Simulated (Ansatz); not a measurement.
**AsH₃+ (doublet): one geometry, many settings at distance As1–H3 = 1.497 Å**

Aim: run AsH₃+ (doublet) at one geometry under a spread of methods and options, and see what each costs and gives.

Program: Ansatz 0.2.0, Gaussian basis. Level of theory: the settings change from run to run. These are calculated values, not measurements.

15 further runs of the same task are left out: 1 for a known fault of the program, 10 that didn't finish, 4 set aside as unsound or not needed.

## (1) The geometry

The geometry derives from a PBE0/def2-TZVP stationary point (not a proven minimum). One bond is set to the value named and the two fragments are kept rigid. No spin-orbit coupling is included. The filled d shell of As may be among the frozen orbitals whatever the setting's name suggests; the logs give the count.

4 atoms, charge 1, spin multiplicity 2.

Atoms are counted from 1 here; the program's logs count them from 0.

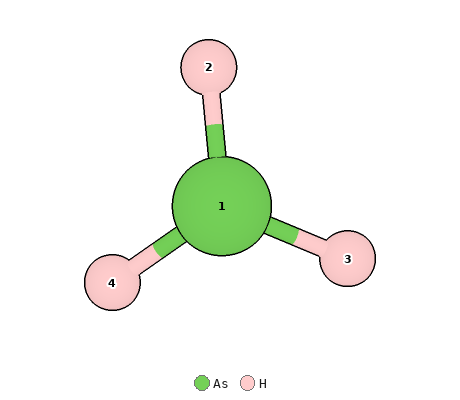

The geometry (arsenic green, hydrogen pink); atoms are numbered from 1 in the order of the file.

## (2) HF/def2-SVPD

File in.yaml:

```yaml
crystal:
  periodic: [false, false, false]
  atoms:
    - {symbol: As, position_ang: [0.000054, -0.000013, -0.016190]}
    - {symbol: H, position_ang: [1.436166, 0.013750, 0.405932]}
    - {symbol: H, position_ang: [-0.731713, 1.238539, 0.397694]}
    - {symbol: H, position_ang: [-0.708471, -1.251307, 0.399802]}
basis:
  gaussian: {orbitals: def2-SVPD}
total_charge: 1
magnetization: {spin_polarized: false, initial_magnetization: 1}
hamiltonian: {xc: hf}
output: {orbitals: {seedname: orbitals}}
```

Run with:

```bash
ansatz run in.yaml --threads 1 --pin off --events-out ev --progress --plain --max-ram 2393MiB
```

Output:

```text
Functional definition: HF
  name "HF"
  cite "Fock, Z. Phys. 61, 126 (1930) doi:10.1007/BF01340294"
  parent pbe
  exchange = exact_x
  correlation = 0
599 factors; integrals over basis functions are off by at most 1.1e-3 eV
mean field evaluation 1: about -60826.1475 eV, gradient 9.1e0 eV
mean field evaluation 2: about -60826.1495 eV, gradient 9.1e0 eV
mean field evaluation 4: about -60826.6213 eV, gradient 1.4e0 eV
mean field evaluation 8: about -60826.6308 eV, gradient 5.9e-4 eV
mean field -60826.63076344 eV, -2235.3374507852 hartree, gradient 7.4e-6 eV, S^2 0.750000; 0 other end points of the search recorded, 0 dependent functions left out
reference -60826.63076344 eV, -2235.3374507852 hartree; 18, 17 occupied and 44, 45 virtual orbitals, 599 factors
Total energy: -60826.63076344 eV, -2235.3374507852 hartree
```

Wall time 0.42 s (1 thread of Arm Neoverse V2, shared host).

## (3) CASCI(5,4)/def2-SVP

in.yaml: that of step 2 with these lines changed.

```diff
@@ -8,6 +8,6 @@
 basis:
-  gaussian: {orbitals: def2-SVPD}
+  gaussian: {orbitals: def2-SVP}
 total_charge: 1
 magnetization: {spin_polarized: false, initial_magnetization: 1}
-hamiltonian: {xc: hf}
-output: {orbitals: {seedname: orbitals}}
+correlation: {active_space: {window: {electrons: 5, orbitals: 4}, fixed_orbitals: true}}
+scf: {lower_state_search: off}
```

Launched as before.

Output:

```text
Functional definition: HF
  name "HF"
  cite "Fock, Z. Phys. 61, 126 (1930) doi:10.1007/BF01340294"
  parent pbe
  exchange = exact_x
  correlation = 0
these checks for a lower state are left out or cut short: stability, starts, cluster_reference, orbital_swaps, neighbouring_geometries, increment
469 factors; integrals over basis functions are off by at most 1.2e-3 eV
mean field evaluation 1: about -60826.1146 eV, gradient 9.0e0 eV
mean field evaluation 2: about -60826.1214 eV, gradient 9.1e0 eV
mean field evaluation 4: about -60826.5647 eV, gradient 1.3e0 eV
mean field evaluation 8: about -60826.5734 eV, gradient 5.4e-4 eV
mean field -60826.57342508 eV, -2235.3353436395 hartree, gradient 1.4e-6 eV, S^2 0.750000; 0 other end points of the search recorded, 0 dependent functions left out
reference -60826.57342508 eV, -2235.3353436395 hartree; 18, 17 occupied and 29, 30 virtual orbitals, 469 factors
state -60826.64051125 eV, -2235.3378090106 hartree
Total energy: -60826.64051125 eV, -2235.3378090106 hartree
Checks for a lower state left out: stability, starts, cluster_reference, orbital_swaps, neighbouring_geometries, increment
```

It took 0.21 s on 1 thread of Arm Neoverse V2, shared host.

From the report: 12 determinants; active occupations 2.00, 2.00, 1.00, 0.00.

## (4) CCSD(T) on UHF/6-31G

File in.yaml:

```yaml
crystal:
  periodic: [false, false, false]
  atoms:
    - {symbol: As, position_ang: [0.000054, -0.000013, -0.016190]}
    - {symbol: H, position_ang: [1.436166, 0.013750, 0.405932]}
    - {symbol: H, position_ang: [-0.731713, 1.238539, 0.397694]}
    - {symbol: H, position_ang: [-0.708471, -1.251307, 0.399802]}
basis:
  gaussian: {orbitals: 6-31G}
total_charge: 1
magnetization: {spin_polarized: true, initial_magnetization: 1}
hamiltonian: {pseudopotentials: {relativity: none}}
correlation: {method: ccsd_t, electrons: valence}
scf: {lower_state_search: full}
```

Same command.

Output, cut to the lines that bear on the results:

```text
Functional definition: HF
  name "HF"
  cite "Fock, Z. Phys. 61, 126 (1930) doi:10.1007/BF01340294"
  parent pbe
[...]
346 factors; integrals over basis functions are off by at most 4.2e-4 eV
[...]
mean field -60824.07883780 eV, -2235.2436692478 hartree, gradient 6.1e-6 eV, S^2 0.755283; 3 other end points of the search recorded, 0 dependent functions left out
9 core orbitals not correlated: weight in the atoms' cores, before any rotation towards them, 1.000 or more for the frozen orbitals, at most 0.000 for the correlated occupied ones
reference -60824.07883780 eV, -2235.2436692478 hartree; 9, 8 occupied and 17, 18 virtual orbitals, 346 factors
second order -5.44827985 eV of doubles, -0.00000000 eV of singles
cycle   1  -5.44418059 eV  change    4.1e-3 eV  update   5.2e-2
[...]
cycle   9  -5.68830199 eV  change    1.3e-5 eV  update   9.3e-6
perturbative correction -0.05436105 eV, -0.0019977319 hartree
Total energy: -60829.82150085 eV, -2235.4547082221 hartree
```

Wall time 0.78 s (1 thread of Arm Neoverse V2, shared host).

From the report: ⟨S²⟩ of the determinant 0.755 (pure doublet: 0.75); correlation -5.7427 eV; T1 0.005; largest double amplitude 0.05.

## (5) BCCD(T) on ROHF/def2-TZVP

File in.yaml:

```yaml
crystal:
  periodic: [false, false, false]
  atoms:
    - {symbol: As, position_ang: [0.000054, -0.000013, -0.016190]}
    - {symbol: H, position_ang: [1.436166, 0.013750, 0.405932]}
    - {symbol: H, position_ang: [-0.731713, 1.238539, 0.397694]}
    - {symbol: H, position_ang: [-0.708471, -1.251307, 0.399802]}
basis:
  gaussian: {orbitals: def2-TZVP}
total_charge: 1
magnetization: {spin_polarized: false, initial_magnetization: 1}
correlation: {method: bccd_t, electrons: outside_noble_gas}
```

Launched as before.

Output, cut to the lines that bear on the results:

```text
Functional definition: HF
  name "HF"
  cite "Fock, Z. Phys. 61, 126 (1930) doi:10.1007/BF01340294"
  parent pbe
[...]
474 factors; integrals over basis functions are off by at most 8.3e-4 eV
[...]
mean field -60834.19239335 eV, -2235.6153355590 hartree, gradient 2.6e-6 eV, S^2 0.750000; 0 other end points of the search recorded, 0 dependent functions left out
14 core orbitals not correlated: weight in the atoms' cores, before any rotation towards them, 1.000 or more for the frozen orbitals, at most 0.000 for the correlated occupied ones
reference -60834.19239335 eV, -2235.6153355590 hartree; 4, 3 occupied and 48, 49 virtual orbitals, 474 factors
second order -3.13873088 eV of doubles, -0.04002858 eV of singles
cycle   1  -3.69902193 eV  change   -5.2e-1 eV  update   5.2e-2
[...]
cycle   9  -3.88192994 eV  change    5.1e-6 eV  update   5.2e-6
perturbative correction -0.09986627 eV, -0.0036700177 hartree
Total energy: -60838.17418956 eV, -2235.7616638708 hartree
```

Run time: 1.5 s. Hardware: 1 thread of Arm Neoverse V2, shared host.

From the report: correlation -3.9818 eV; largest double amplitude 0.04.

## (6) MRCISD+Q(3,3)/cc-pVDZ

in.yaml: that of step 5 with these lines changed.

```diff
@@ -8,5 +8,6 @@
 basis:
-  gaussian: {orbitals: def2-TZVP}
+  gaussian: {orbitals: cc-pVDZ}
 total_charge: 1
 magnetization: {spin_polarized: false, initial_magnetization: 1}
-correlation: {method: bccd_t, electrons: outside_noble_gas}
+correlation: {method: fic_mrcisd_q, electrons: outside_noble_gas, active_space: {window: {electrons: 3, orbitals: 3}, states: [{multiplicity: 2, weights: [1, 1]}, {multiplicity: 4, weights: [1]}], root: 1}}
+scf: {lower_state_search: off}
```

Same command.

Output:

```text
Functional definition: HF
  name "HF"
  cite "Fock, Z. Phys. 61, 126 (1930) doi:10.1007/BF01340294"
  parent pbe
  exchange = exact_x
  correlation = 0
these checks for a lower state are left out or cut short: stability, starts, cluster_reference, orbital_swaps, neighbouring_geometries, increment
815 factors; integrals over basis functions are off by at most 1.7e-7 eV
mean field evaluation 1: about -60832.8515 eV, gradient 8.6e0 eV
mean field evaluation 2: about -60832.8633 eV, gradient 8.7e0 eV
mean field evaluation 4: about -60833.3111 eV, gradient 5.4e-1 eV
mean field evaluation 8: about -60833.3144 eV, gradient 1.8e-4 eV
mean field -60833.31440657 eV, -2235.5830701401 hartree, gradient 2.8e-6 eV, S^2 0.750000; 0 other end points of the search recorded, 0 dependent functions left out
reference -60833.31440657 eV, -2235.5830701401 hartree; 18, 17 occupied and 24, 25 virtual orbitals, 815 factors
state -60833.39669764 eV, -2235.5860942811 hartree
state -60827.61708756 eV, -2235.3736975283 hartree
contracted CI cycle   1: correlation 0.00000000 eV, 0.0000000000 hartree, residual 1.35e1 eV
contracted CI cycle   2: correlation -3.07294992 eV, -0.1129288265 hartree, residual 2.20e0 eV
contracted CI cycle   3: correlation -3.16401167 eV, -0.1162752843 hartree, residual 5.43e-1 eV
contracted CI cycle   4: correlation -3.16940314 eV, -0.1164734169 hartree, residual 1.38e-1 eV
contracted CI cycle   5: correlation -3.16973424 eV, -0.1164855848 hartree, residual 3.71e-2 eV
contracted CI cycle   6: correlation -3.16975961 eV, -0.1164865170 hartree, residual 1.04e-2 eV
contracted CI cycle   7: correlation -3.16976161 eV, -0.1164865905 hartree, residual 2.91e-3 eV
contracted CI cycle   8: correlation -3.16976175 eV, -0.1164865958 hartree, residual 7.79e-4 eV
state -60833.39669764 eV, -2235.5860942811 hartree; corrected -60836.77587481 eV, -2235.7102767514 hartree
contracted CI cycle   1: correlation 0.00000000 eV, 0.0000000000 hartree, residual 1.32e1 eV
contracted CI cycle   2: correlation -3.30455410 eV, -0.1214401232 hartree, residual 2.42e0 eV
contracted CI cycle   3: correlation -3.45042435 eV, -0.1268007559 hartree, residual 8.18e-1 eV
contracted CI cycle   4: correlation -3.46852765 eV, -0.1274660402 hartree, residual 3.19e-1 eV
contracted CI cycle   5: correlation -3.47156557 eV, -0.1275776816 hartree, residual 1.27e-1 eV
contracted CI cycle   6: correlation -3.47195339 eV, -0.1275919338 hartree, residual 3.80e-2 eV
contracted CI cycle   7: correlation -3.47198474 eV, -0.1275930857 hartree, residual 1.12e-2 eV
contracted CI cycle   8: correlation -3.47198789 eV, -0.1275932015 hartree, residual 3.92e-3 eV
contracted CI cycle   9: correlation -3.47198831 eV, -0.1275932171 hartree, residual 1.60e-3 eV
contracted CI cycle  10: correlation -3.47198839 eV, -0.1275932199 hartree, residual 7.19e-4 eV
state -60827.61708756 eV, -2235.3736975283 hartree; corrected -60831.41945294 eV, -2235.5134318786 hartree
state -60824.21788873 eV, -2235.2487792752 hartree
contracted CI cycle   1: correlation 0.00000000 eV, 0.0000000000 hartree, residual 1.26e1 eV
contracted CI cycle   2: correlation -2.94851488 eV, -0.1083559233 hartree, residual 2.03e0 eV
contracted CI cycle   3: correlation -3.05005802 eV, -0.1120875647 hartree, residual 7.01e-1 eV
contracted CI cycle   4: correlation -3.06459210 eV, -0.1126216826 hartree, residual 3.29e-1 eV
contracted CI cycle   5: correlation -3.06942242 eV, -0.1127991936 hartree, residual 2.05e-1 eV
contracted CI cycle   6: correlation -3.07100825 eV, -0.1128574715 hartree, residual 9.86e-2 eV
contracted CI cycle   7: correlation -3.07131991 eV, -0.1128689249 hartree, residual 4.54e-2 eV
contracted CI cycle   8: correlation -3.07137558 eV, -0.1128709706 hartree, residual 1.59e-2 eV
contracted CI cycle   9: correlation -3.07138186 eV, -0.1128712013 hartree, residual 5.08e-3 eV
contracted CI cycle  10: correlation -3.07138246 eV, -0.1128712235 hartree, residual 1.62e-3 eV
contracted CI cycle  11: correlation -3.07138253 eV, -0.1128712261 hartree, residual 6.33e-4 eV
state -60824.21788873 eV, -2235.2487792752 hartree; corrected -60827.55543373 eV, -2235.3714317915 hartree
Total energy: -60831.41945294 eV, -2235.5134318786 hartree
Checks for a lower state left out: stability, starts, cluster_reference, orbital_swaps, neighbouring_geometries, increment
```

Run time: 1.1 s. Hardware: 1 thread of Arm Neoverse V2, shared host.

From the report: 9 determinants; active occupations (of the averaged states) 1.33, 1.32, 0.36.

## (7) MP2 on ROHF/cc-pVDZ

in.yaml: that of step 6 with these lines changed.

```diff
@@ -11,3 +11,2 @@
 magnetization: {spin_polarized: false, initial_magnetization: 1}
-correlation: {method: fic_mrcisd_q, electrons: outside_noble_gas, active_space: {window: {electrons: 3, orbitals: 3}, states: [{multiplicity: 2, weights: [1, 1]}, {multiplicity: 4, weights: [1]}], root: 1}}
-scf: {lower_state_search: off}
+correlation: {method: mp2, electrons: valence}
```

The command is unchanged.

Output:

```text
Functional definition: HF
  name "HF"
  cite "Fock, Z. Phys. 61, 126 (1930) doi:10.1007/BF01340294"
  parent pbe
  exchange = exact_x
  correlation = 0
455 factors; integrals over basis functions are off by at most 1.2e-3 eV
mean field evaluation 1: about -60832.8628 eV, gradient 8.6e0 eV
mean field evaluation 2: about -60832.8645 eV, gradient 8.6e0 eV
mean field evaluation 4: about -60833.3113 eV, gradient 5.4e-1 eV
mean field evaluation 8: about -60833.3143 eV, gradient 3.8e-6 eV
mean field -60833.31433547 eV, -2235.5830675270 hartree, gradient 9.5e-7 eV, S^2 0.750000; 0 other end points of the search recorded, 0 dependent functions left out
mean field evaluation 16: about -60833.3679 eV, gradient 5.8e-1 eV
9 core orbitals not correlated: weight in the atoms' cores, before any rotation towards them, 1.000 or more for the frozen orbitals, at most 0.000 for the correlated occupied ones
reference -60833.31433547 eV, -2235.5830675270 hartree; 9, 8 occupied and 24, 25 virtual orbitals, 455 factors
second order -3.13487688 eV of doubles, -0.03896518 eV of singles
Total energy: -60836.48817753 eV, -2235.6997040714 hartree
```

Run time: 0.42 s. Hardware: 1 thread of Arm Neoverse V2, shared host.

## (8) MP2 on ROHF/6-31G

in.yaml: that of step 7 with these lines changed.

```diff
@@ -8,5 +8,6 @@
 basis:
-  gaussian: {orbitals: cc-pVDZ}
+  gaussian: {orbitals: 6-31G}
 total_charge: 1
 magnetization: {spin_polarized: false, initial_magnetization: 1}
-correlation: {method: mp2, electrons: valence}
+correlation: {method: mp2, electrons: outside_noble_gas}
+accuracy: high
```

Same command.

Output:

```text
Functional definition: HF
  name "HF"
  cite "Fock, Z. Phys. 61, 126 (1930) doi:10.1007/BF01340294"
  parent pbe
  exchange = exact_x
  correlation = 0
596 factors; integrals over basis functions are off by at most 3.9e-9 eV
mean field evaluation 1: about -60823.7442 eV, gradient 8.1e0 eV
mean field evaluation 2: about -60823.7529 eV, gradient 8.2e0 eV
mean field evaluation 4: about -60824.0467 eV, gradient 1.0e0 eV
mean field evaluation 8: about -60824.0478 eV, gradient 5.6e-5 eV
mean field -60824.04782426 eV, -2235.2425295211 hartree, gradient 1.2e-8 eV, S^2 0.750000; 0 other end points of the search recorded, 0 dependent functions left out
mean field evaluation 16: about -60824.0467 eV, gradient 2.1e0 eV
14 core orbitals not correlated: weight in the atoms' cores, before any rotation towards them, 0.999 or more for the frozen orbitals, at most 0.000 for the correlated occupied ones
reference -60824.04782426 eV, -2235.2425295211 hartree; 4, 3 occupied and 17, 18 virtual orbitals, 596 factors
second order -1.43897506 eV of doubles, -0.01628301 eV of singles
Total energy: -60825.50308233 eV, -2235.2960092688 hartree
```

Wall time 0.42 s (1 thread of Arm Neoverse V2, shared host).

## (9) CASCI(3,2)/6-31G

in.yaml: that of step 8 with these lines changed.

```diff
@@ -11,3 +11,2 @@
 magnetization: {spin_polarized: false, initial_magnetization: 1}
-correlation: {method: mp2, electrons: outside_noble_gas}
-accuracy: high
+correlation: {active_space: {window: {electrons: 3, orbitals: 2}, fixed_orbitals: true}}
```

The command is unchanged.

Output:

```text
Functional definition: HF
  name "HF"
  cite "Fock, Z. Phys. 61, 126 (1930) doi:10.1007/BF01340294"
  parent pbe
  exchange = exact_x
  correlation = 0
346 factors; integrals over basis functions are off by at most 4.2e-4 eV
mean field evaluation 1: about -60823.7057 eV, gradient 8.1e0 eV
mean field evaluation 2: about -60823.7472 eV, gradient 8.2e0 eV
mean field evaluation 4: about -60824.0461 eV, gradient 1.0e0 eV
mean field evaluation 8: about -60824.0475 eV, gradient 1.4e-4 eV
mean field -60824.04753532 eV, -2235.2425189030 hartree, gradient 9.0e-7 eV, S^2 0.750000; 0 other end points of the search recorded, 0 dependent functions left out
reference -60824.04753532 eV, -2235.2425189030 hartree; 18, 17 occupied and 17, 18 virtual orbitals, 346 factors
state -60824.04753532 eV, -2235.2425189030 hartree
WARN: the results are in doubt because the space or a class takes a part of the degenerate orbitals at -21.9248 eV
Total energy: -60824.04753532 eV, -2235.2425189030 hartree
In doubt: the space or a class takes a part of the degenerate orbitals at -21.9248 eV
```

It took 0.24 s on 1 thread of Arm Neoverse V2, shared host.

From the report: 2 determinants; active occupations 2.00, 1.00. With so small a space the active step adds no correlation: the energy is the mean field's. The program marks this result as in doubt; its last lines say why.

## (10) MP2 on ROHF/def2-SVPD

in.yaml: that of step 9 with these lines changed.

```diff
@@ -8,5 +8,5 @@
 basis:
-  gaussian: {orbitals: 6-31G}
+  gaussian: {orbitals: def2-SVPD}
 total_charge: 1
 magnetization: {spin_polarized: false, initial_magnetization: 1}
-correlation: {active_space: {window: {electrons: 3, orbitals: 2}, fixed_orbitals: true}}
+correlation: {method: mp2, electrons: outside_noble_gas}
```

Launched as before.

Output:

```text
Functional definition: HF
  name "HF"
  cite "Fock, Z. Phys. 61, 126 (1930) doi:10.1007/BF01340294"
  parent pbe
  exchange = exact_x
  correlation = 0
599 factors; integrals over basis functions are off by at most 1.1e-3 eV
mean field evaluation 1: about -60826.1475 eV, gradient 9.1e0 eV
mean field evaluation 2: about -60826.1495 eV, gradient 9.1e0 eV
mean field evaluation 4: about -60826.6213 eV, gradient 1.4e0 eV
mean field evaluation 8: about -60826.6308 eV, gradient 5.9e-4 eV
mean field -60826.63076344 eV, -2235.3374507852 hartree, gradient 1.5e-6 eV, S^2 0.750000; 0 other end points of the search recorded, 0 dependent functions left out
mean field evaluation 16: about -60826.6901 eV, gradient 2.8e-1 eV
14 core orbitals not correlated: weight in the atoms' cores, before any rotation towards them, 1.000 or more for the frozen orbitals, at most 0.000 for the correlated occupied ones
reference -60826.63076344 eV, -2235.3374507852 hartree; 4, 3 occupied and 44, 45 virtual orbitals, 599 factors
second order -2.73856675 eV of doubles, -0.03648963 eV of singles
Total energy: -60829.40581982 eV, -2235.4394322261 hartree
```

It took 0.6 s on 1 thread of Arm Neoverse V2, shared host.

## (11) All runs side by side

Where basis and cores are those of an earlier FCI/6-31G run (-60826.0908 eV), and the state is the same kind, the miss against it is given. † marks a result that the program doubts.

```
                                               level         correlated  functions  energy (eV)  from FCI (meV)    time
                                        HF/def2-SVPD                            62  -60826.6308                  0.42 s
                                 CASCI(5,4)/def2-SVP                            47  -60826.6405                  0.21 s
                                CCSD(T) on UHF/6-31G            valence         35  -60829.8215                  0.78 s
                           BCCD(T) on ROHF/def2-TZVP  outside noble gas         66  -60838.1742                   1.5 s
MRCISD+Q(3,3)/cc-pVDZ (excited root 1 of an average)  outside noble gas         42  -60831.4195                   1.1 s
                                 MP2 on ROHF/cc-pVDZ            valence         42  -60836.4882                  0.42 s
                                   MP2 on ROHF/6-31G  outside noble gas         35  -60825.5031           587.8  0.42 s
                                  CASCI(3,2)/6-31G †                            35  -60824.0475          2043.3  0.24 s
                               MP2 on ROHF/def2-SVPD  outside noble gas         62  -60829.4058                   0.6 s
```

## (12) What came out

| quantity | value |
| --- | --- |
| runs | 9 |
| quickest | CASCI(5,4)/def2-SVP, 0.21 s |
| slowest | BCCD(T) on ROHF/def2-TZVP, 1.5 s |

**Reading.** Total energies in different bases, with other cores or another treatment of relativity can't be set against each other. BCCD(T) on ROHF/def2-TZVP took 7 times as long as CASCI(5,4)/def2-SVP; the jobs differ in more than the method. Hartree-Fock, CASSCF and CASCI lack dynamic correlation by design.
